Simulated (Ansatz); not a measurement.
BCl3···SiH4

Input file:

```
crystal:
  periodic: [false, false, false]
  atoms:
    - { symbol: B, position_ang: [-0.871395, -1.533943, 0.337076] }
    - { symbol: Si, position_ang: [0.703839, 1.258609, -0.256906] }
    - { symbol: Cl, position_ang: [-2.308886, -0.559141, 0.224253] }
    - { symbol: Cl, position_ang: [0.004127, -1.684627, 1.831999] }
    - { symbol: H, position_ang: [0.551852, -0.112804, -0.69767] }
    - { symbol: Cl, position_ang: [-0.37643, -2.548231, -1.084844] }
    - { symbol: H, position_ang: [0.058245, 2.155338, -1.259928] }
    - { symbol: H, position_ang: [0.076532, 1.461125, 1.077843] }
    - { symbol: H, position_ang: [2.162116, 1.563674, -0.171823] }
basis:
  gaussian: { orbitals: def2-SVP }
hamiltonian:
  xc: pbe0
  dispersion: d4
relax:
  f_tol: 0.03
  max_steps: 50
output:
  orbitals: {}
```

Run with:

```sh
ansatz run input.yaml --threads 2 --pin off --max-ram 3072MiB --backend cpu --events-out ev --progress --plain --runs-dir out
```

The fields are those of the relaxed geometry.

The calculation used RKS PBE0-D4/def2-SVP in Ansatz.

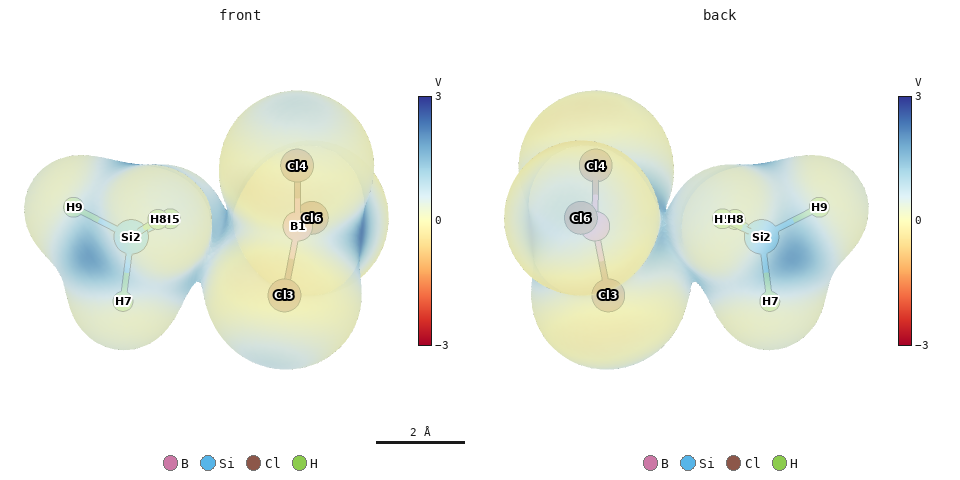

Figure 1. The molecular electrostatic potential painted on the density surface at 0.004 e/bohr³, seen from the front and from behind; red is negative and blue positive.

> Where is the surface potential most negative and most positive?

The most negative region (about −0.2 V) lies over Cl3, Cl4 and Cl6, the most positive (about +2.0 V) over B1. Cl3 shows a σ-hole: about +0.8 V at the tip opposite its bond, against about +0.2 V on its flanks. Cl4 shows a σ-hole: about +0.8 V at the tip opposite its bond, against about 0.0 V on its flanks. Cl6 shows a σ-hole: about +0.8 V at the tip opposite its bond, against about 0.0 V on its flanks.

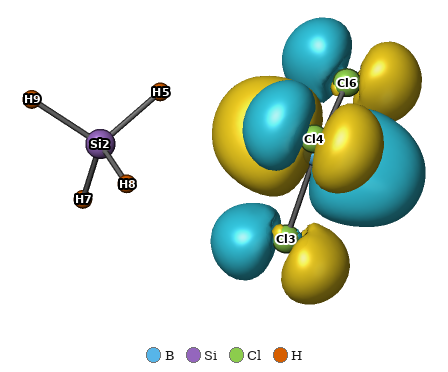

Figure 2. The LUMO at ±0.1 Å⁻³ᐟ² (yellow and cyan are the two phases), seen from one side.

> Where does this orbital lie, and at what energy?

By Hirshfeld shares it lies mainly on B1 (about 50 %), Cl6 (about 15 %), Cl4 (about 15 %) and Cl3 (about 15 %). Its energy is −1.45 eV.

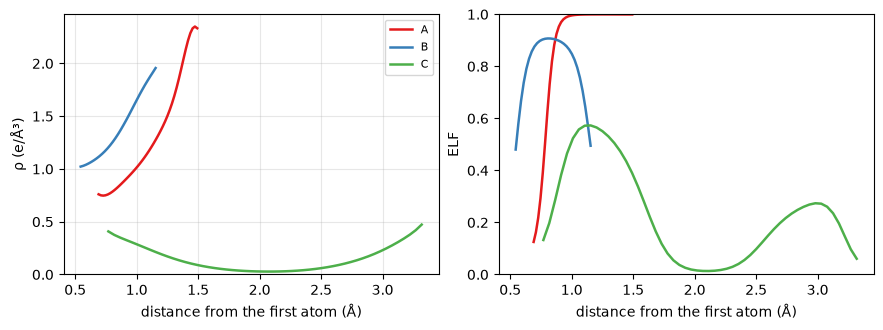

Figure 3. Electron density and ELF along straight lines between neighbouring atoms. The curves leave out the atomic cores.

> Which curve belongs to which contact (B–Cl, Si–B and Si–H)? The first atom named is at distance zero.

Curve A: Si–H (1.49 Å): ρ at the midpoint is about 0.75 e/Å³; the ELF climbs to about 1 towards the hydrogen, as it does in any bond to H. Curve B: B–Cl (1.74 Å): ρ is about 1.4 e/Å³ halfway; the ELF peaks at about 0.90 between the atoms; a polar covalent bond. Curve C: Si2···B1 (3.85 Å): the density falls to about 0.03 e/Å³ on the way; the ELF dips to about 0 between them; a weak contact between the two molecules.
